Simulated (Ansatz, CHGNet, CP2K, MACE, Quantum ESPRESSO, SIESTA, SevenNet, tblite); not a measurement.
# Which run comes nearest? MgF2(100) slab (72 atoms)

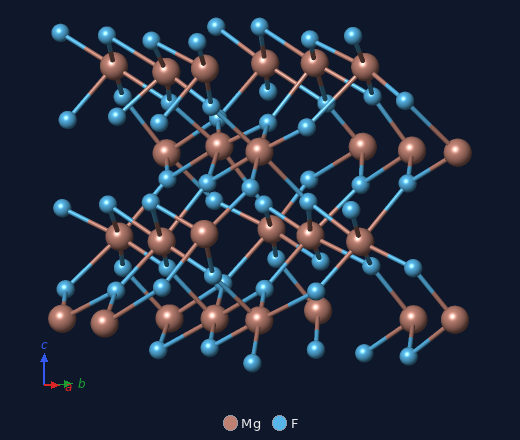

The cell (magnesium pink, fluorine blue). Some periodic images of atoms are drawn too.

The cell holds 72 atoms: 24 Mg and 48 F. Cell: a = 9.156 Å, b = 9.242 Å, c = 18.752 Å, α = 90.0°, β = 90.0°, γ = 90.0°. It derives from MgF2 (rutile). Rutile MgF2 (cell 4.621, 4.621, 3.052, 90, 90, 90), (100) slab of 2 repeat layers, 3 x 2 surface cells, 10 Å of vacuum; atoms within 2.77 Å of the bottom held; every coordinate displaced by a Gaussian of 0.07 Å. Then every atom was moved at random, 0.05 Å r.m.s. a Cartesian component. Vacuum lies along c.

Geometry: as built.

The reference, a calculation:

- method: Kohn-Sham DFT, PBE, PAW, plane waves (Ansatz 0.2.0); cutoff 420 eV, Γ point, fermi-dirac smearing of 0.05 eV; PAW set soft_2
- r.m.s. force component: 1.415 eV/Å
- longest force: 7.006 eV/Å
- gap (highest filled to lowest empty level): 4.307 eV
- SCF cycles: 8
- time: 8.1 s on 8 threads of Arm Neoverse V2, shared host
- CPU time: 58 s

Runs, in no order:
A. CHGNet 0.3.0 potential: machine-learned interatomic potential CHGNet 0.3.0, trained on PBE(+U) plane-wave data
B. tblite IPEA1-xTB: IPEA1-xTB tight binding, diagonalisation
C. SIESTA PBE, DZP, shift 0.02 Ry, mesh 500 Ry: Kohn-Sham DFT, PBE, PseudoDojo 0.4.1 norm-conserving pseudopotentials (converted to PSML), numerical atomic orbitals (DZP), diagonalisation
D. SIESTA PBE, DZP, shift 0.01 Ry, mesh 500 Ry: Kohn-Sham DFT, PBE, PseudoDojo 0.4.1 norm-conserving pseudopotentials (converted to PSML), numerical atomic orbitals (DZP), diagonalisation
E. CP2K PBE+rVV10L, DZVP-MOLOPT-SR, 800/50 Ry, diagonalisation: Kohn-Sham DFT, PBE+rVV10 (b = 10, rVV10L), GTH-PBE pseudopotentials, Gaussian and plane waves, DZVP-MOLOPT-SR-GTH, diagonalisation

**Question.** Rank the runs by how far their forces lie from the reference's, least first.

A, D, C, E, B.

```
                                                           run  Δ force, r.m.s. (meV/Å)  share of r.m.s. force (%)  CPU time
                                     A. CHGNet 0.3.0 potential                      112                       7.93     3.6 s
                D. SIESTA PBE, DZP, shift 0.01 Ry, mesh 500 Ry                      161                       11.3   2.1 min
                C. SIESTA PBE, DZP, shift 0.02 Ry, mesh 500 Ry                      274                       19.4      97 s
E. CP2K PBE+rVV10L, DZVP-MOLOPT-SR, 800/50 Ry, diagonalisation                      466                       33.0    16 min
                                           B. tblite IPEA1-xTB                     1373                       97.1     2.6 s
```

Periodic xTB results under one method name differ between programs and library versions. Machine-learned potentials mimic data converged in k, so the reference's own k-point error enters their differences. The electronic-structure runs sample only Γ, in a cell whose shortest periodic width is 9 Å.

[Logs are printed without paths, hosts, clocks, repeated set-up lines and the standing remarks that a program may print on its own settings, such as how far it seeks lower states.]

[Hosts, paths, dates, database ids (printed as entryN), source tags and the programs' standing remarks are cut or masked in the printed files.]
